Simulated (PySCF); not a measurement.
```yaml
atoms:
  - { symbol: Si, position_ang: [0.1680, 0.2781, 0.3434] }
  - { symbol: H, position_ang: [0.1589, 0.2395, 1.8428] }
  - { symbol: C, position_ang: [1.9435, 0.2601, -0.2800] }
  - { symbol: H, position_ang: [2.4723, -0.6442, 0.0575] }
  - { symbol: H, position_ang: [2.4991, 1.1385, 0.0846] }
  - { symbol: H, position_ang: [1.9700, 0.2777, -1.3814] }
  - { symbol: C, position_ang: [-0.7016, 1.8352, -0.2569] }
  - { symbol: H, position_ang: [-0.1645, 2.7399, 0.0689] }
  - { symbol: H, position_ang: [-1.7298, 1.8882, 0.1324] }
  - { symbol: H, position_ang: [-0.7544, 1.8516, -1.3573] }
  - { symbol: C, position_ang: [-0.7468, -1.2452, -0.2547] }
  - { symbol: C, position_ang: [-1.2769, -2.1676, 0.5572] }
  - { symbol: H, position_ang: [-0.8587, -1.3964, -1.3382] }
  - { symbol: H, position_ang: [-1.2063, -2.0817, 1.6480] }
  - { symbol: H, position_ang: [-1.8056, -3.0498, 0.1778] }
```

Geometry: PBE0-D3(BJ)/def2-SVP.

Method: B3LYP/def2-SVPD, SCF density, gas phase (PySCF).

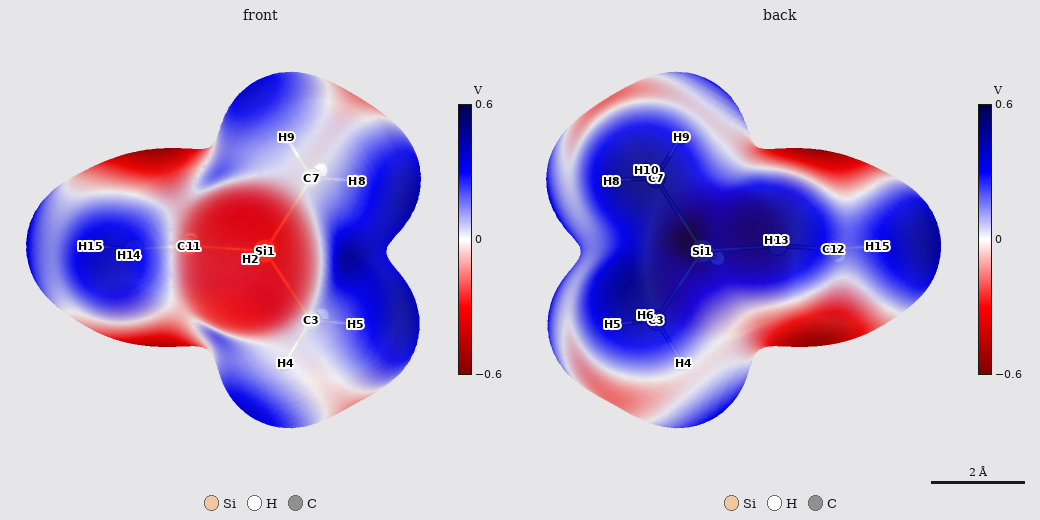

C4H10Si (SMILES [H][Si](C)(C)C=C). The molecular electrostatic potential painted on the density surface at 0.001 e/bohr³, seen from the front and from behind; red is negative and blue positive.

Question: Describe the electrostatic potential map.

Answer: The most negative region (about −0.5 V) lies over the π face of C11 and C12, the most positive (about +0.6 V) over Si1.
